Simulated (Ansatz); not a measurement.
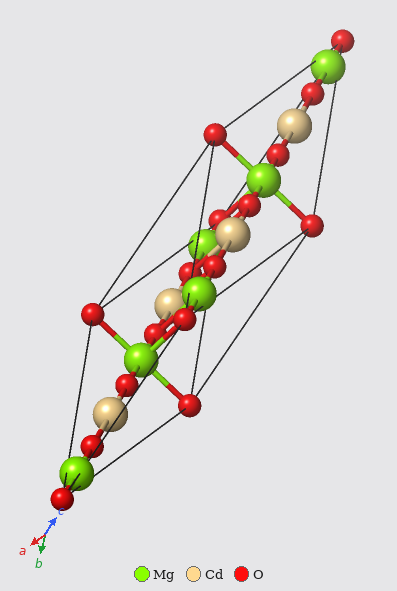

A ball-and-stick picture of a crystal structure, seen slightly off an axis. Lines trace the edges of the simulation cell.

Input deck:
```yaml
crystal:
  lattice:
    - [-1.5943625522, 1.5943625522, 11.2675005654]
    - [1.5943625522, -1.5943625522, 11.2675005654]
    - [1.5943625522, 1.5943625522, -11.2675005654]
  atoms:
    - { symbol: Mg, position: [0.907943965, 0.907943965, 0.0] }
    - { symbol: Mg, position: [0.5, 0.5, 0.0] }
    - { symbol: Mg, position: [0.092056035, 0.092056035, 0.0] }
    - { symbol: Cd, position: [0.6951369694, 0.6951369694, 0.0] }
    - { symbol: Cd, position: [0.3048630306, 0.3048630306, 0.0] }
    - { symbol: O, position: [0.0, 0.0, 0.0] }
    - { symbol: O, position: [0.5907308346, 0.5907308346, 0.0] }
    - { symbol: O, position: [0.189646167, 0.189646167, 0.0] }
    - { symbol: O, position: [0.810353833, 0.810353833, 0.0] }
    - { symbol: O, position: [0.4092691654, 0.4092691654, 0.0] }
basis:
  ecutwfc: 420
kpoints:
  mp_grid: { grid: [12, 12, 12] }
  band_path:
    path:
      - [[0.0, 0.0, 0.0], [0.0, 0.0, 0.5], [0.25, 0.25, 0.25], [0.0, 0.5, 0.0], [0.0, 0.0, 0.0], [0.5, 0.5, -0.5], [0.25500563, 0.74499437, -0.25500563]]
      - [[-0.25500563, 0.25500563, 0.25500563], [0.0, 0.0, 0.0]]
      - [[0.0, 0.0, 0.5], [-0.01001127, 0.01001127, 0.5]]
      - [[0.5, 0.5, -0.01001127], [0.5, 0.5, -0.5]]
    npoints: 14
hamiltonian:
  xc: pbe
scf:
  occupations: { method: gaussian, width: 0.02 }
  n_extra_bands: 25
output:
  forces: true
  stress: true
  eigenvalues: true
  populations: true
  dos: { projected: true, de: 0.02, nscf_kmesh: { grid: [18, 18, 18] } }
  bader: true
  write_density: true
  write_potential: true
  elf: true
  volumetric_format: npy
```
Run as:
```sh
ansatz run input.yaml --threads 4 --pin off --max-ram 8192MiB --backend cpu --events-out ev --progress --plain --runs-dir out
```

Theory: DFT PBE, scalar-relativistic, plane waves, PAW in Ansatz. Numerical settings: a 420 eV plane-wave basis, Brillouin-zone sampling on a 12×12×12 mesh, Gaussian smearing of 0.02 eV, no spin polarisation.

> What does a Bader analysis give?

Mg +1.72 e; Cd +1.17 e; O -1.71 to -1.26 e. The transfer is large, as in an ionic solid.

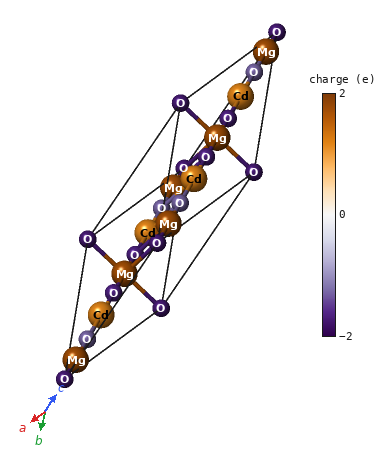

The atoms coloured by those charges.

The structure was taken from a structure type filled with these elements by a generator (whether the compound takes this form wasn't checked). Earlier steps of the study, as a rule a relaxation of our own, may have changed the cell and positions, so they can lie some per cent off the listed ones. A calculation with Ansatz used it as input.
